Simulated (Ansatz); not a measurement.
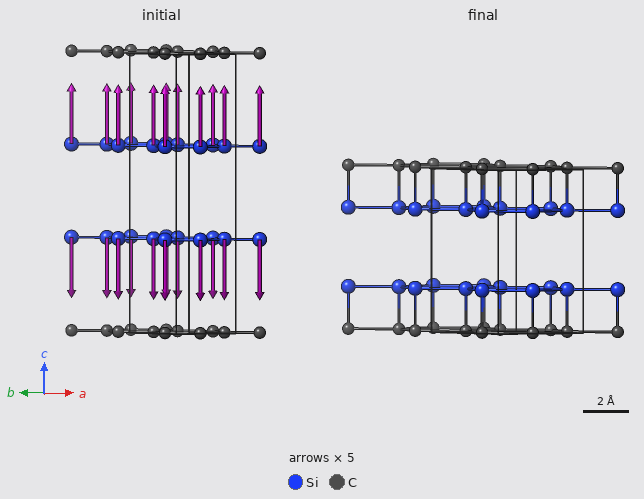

The structure of crystalline Si₂C (a generated structure, set up in P6/mmm) (coarse preliminary run) before (left) and after (right) a relaxation, at one scale. The purple arrows give the displacements (the part carried along by the change of the cell is left out), magnified 5 times.

The picture is a ball-and-stick view of the cell of the calculation, repeated 2 × 3 × 1 with one cell outlined, seen from a free direction.

Computed with Ansatz, DFT PBE, scalar-relativistic, plane waves, PAW. Settings: plane-wave cutoff 420 eV; k-point mesh 6 × 6 × 2; occupations gaussian; smearing width 0.1 eV; no spin polarisation; cell and atoms relaxed; force threshold 0.04 eV/Å; at most 70 steps.

**What changed between the two?**

The largest moves relative to the cell, 0.55 Å, are those of Si atoms. C stays in place. The volume changes by +20.0 %, with a = b 2.816 → 4.030 Å (+43.1 %), c 12.586 → 7.373 Å (−41.4 %). Near-neighbour distances that change, for instance: C–Si 4.195 → 1.906 Å, Si–Si 2.816 → 4.030 Å, C–C 1.626 → 2.327 Å, Si–Si 1.626 → 2.327 Å. New bonds form: C–Si (4.20 → 1.91 Å). The space group stays P6/mmm (No. 191). The energy falls by 35.802 eV per cell of the calculation in 25 accepted moves (27 points after the start). Largest force component: 0.021 eV/Å at the start, 0.016 eV/Å at the end. Pressure: 164.58 GPa at the start and −0.02 GPa at the end. At 2 points the geometry stayed and the basis and grid were re-selected for the new cell (energy shift of 0.766 eV per cell of the calculation at most each time). The run took 57 s on 1 thread of Arm Neoverse V1, with other jobs on the host, peak memory 0.34 GiB.

Limits of the set-up: the k-point mesh is coarse for a cell with partly filled bands.
